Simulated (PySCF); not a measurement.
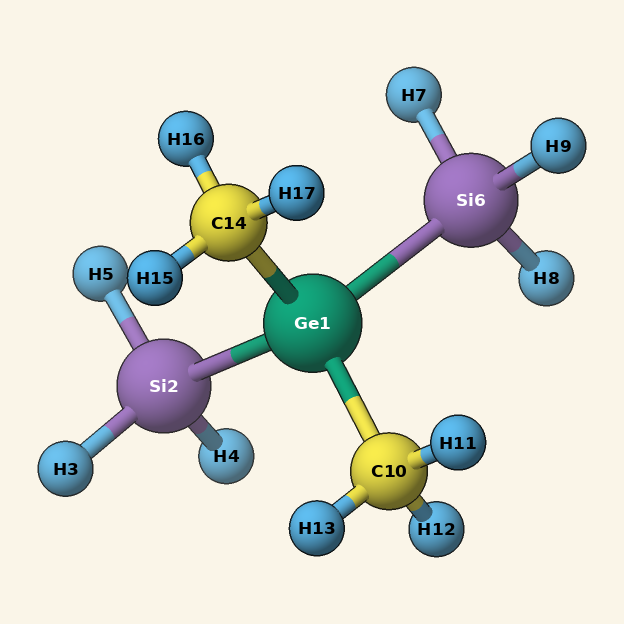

The computed structure is the end point of a PBE0-D3(BJ)/def2-SVP optimisation. No frequency run is at hand to confirm it as a minimum. Properties computed with delta-SCF UKS SCAN, pcX-2 on the ionised atom (unc-x2c-TZVPall on a metal), pcseg-1 elsewhere, spin-free X2C (PySCF 2.14.0).

Give the core-electron binding energies (to vacuum; p and d levels without spin–orbit splitting) of Si2 1s, Si2 2p, C10 1s.

| atom | level | binding energy (eV) |
| --- | --- | --- |
| Si2 | 1s | 1845.9 |
| Si2 | 2p | 106.4 |
| C10 | 1s | 290.0 |
